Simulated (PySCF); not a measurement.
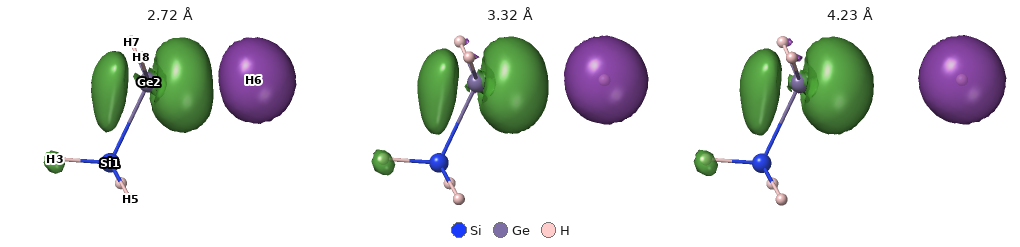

*GeH₆Si, SMILES `[SiH3][GeH3]`. Rigid stretch of the Ge2–H6 bond. Broken-symmetry UHF spin density at ±0.03 e/Å³ (purple: α, green: β).*

Computed with PySCF, cc-pVDZ basis, geometry: GFN2-xTB. No frequency check shows the geometry to be a minimum. GFN2-xTB bond lengths at metals and heavier atoms can be off by up to 0.1 Å and shapes distorted, which carries into these values.

How does the broken-symmetry solution share the spin, and how far is it from a pure singlet?

Answer. At 4.23 Å excess α spin lies mostly on H6 and excess β on Ge2; the two could be swapped at no cost. ⟨S²⟩ is 0.77 at 2.72 Å, 0.95 at 3.32 Å and 1.00 at 4.23 Å, against 0 for a pure singlet and 1 for an equal mix of singlet and triplet.

Where does the UHF solution part from RHF?

Answer. Between 2.04 Å (⟨S²⟩ = 0, the two coincide) and 2.34 Å (⟨S²⟩ = 0.38); at 4.23 Å ⟨S²⟩ is 1.00 and UHF lies 3.5 eV below RHF.

How much energy does the stretch cost?

Answer. By CASSCF, 3.2 eV from the lowest point of the scan (1.51 Å) to 4.23 Å; RHF gives 6.3 eV from its own lowest point. The fragments aren't relaxed and dynamic correlation is missing, so this isn't a bond dissociation energy.
